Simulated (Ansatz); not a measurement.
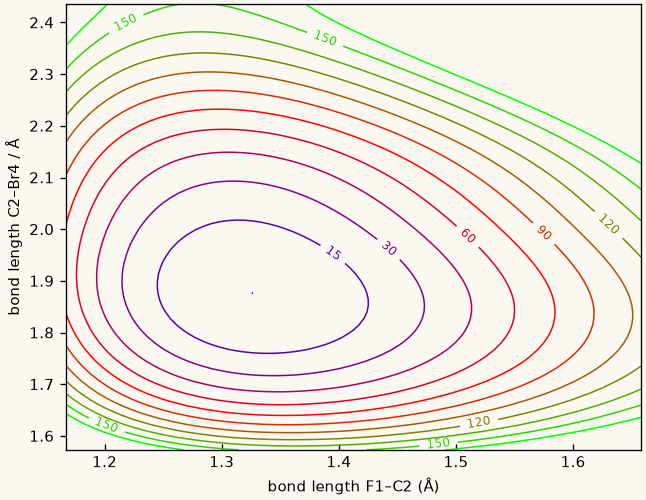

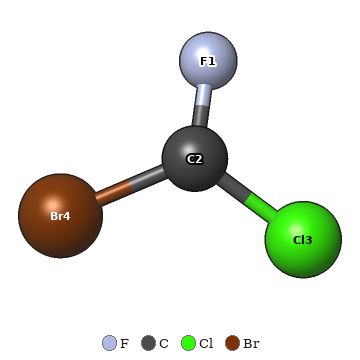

Energy landscape of CBrClF, SMILES F[C](Cl)Br, spin multiplicity 2. First axis: bond length F1–C2. Second axis: bond length C2–Br4. Nothing is relaxed (all other coordinates rigid). Grid: 7 × 7 points. Energies: kJ/mol, counted from the relaxed molecule at the same level. All numbers below come from UHF-MP2, frozen core/def2-TZVP (Ansatz 0.2.0).

Drawn: contour lines labelled in kJ/mol (none above 165). Between grid points the surface is interpolated. The second picture is the structure at the lowest point.

### What does the map say about the system?

The lowest grid point is at bond length F1–C2 = 1.331 Å, bond length C2–Br4 = 1.860 Å, 0.19 kJ/mol from the relaxed molecule at the same level. No other kind of well shows on this grid. The highest grid point, bond length F1–C2 = 1.658 Å, bond length C2–Br4 = 2.435 Å, lies 297 kJ/mol above the lowest. Round the minimum the two coordinates are weakly coupled (coupling 0.14 in units of the two stiffnesses).

The values on the grid:

```tsv
bond length C2–Br4 ↓, bond length F1–C2 →	1.167	1.249	1.331	1.413	1.495	1.576	1.658
2.435	186	152	155	179	215	255	297
2.291	144	103	103	125	159	199	241
2.148	100	52	46	64	95	132	172
2.004	74	23	13	28	57	93	132
1.860	72	14	0	12	38	72	109
1.717	114	50	30	37	60	90	125
1.573	247	174	147	148	166	192	223
```

Each point was launched as `ansatz run input.yaml --threads 1 --pin off --max-ram 2560MiB --backend cpu --events-out ev --progress --plain --runs-dir out`. Time for the 49 points that were run: 39 min on 1 thread of Arm Neoverse N1, with other jobs on the host.
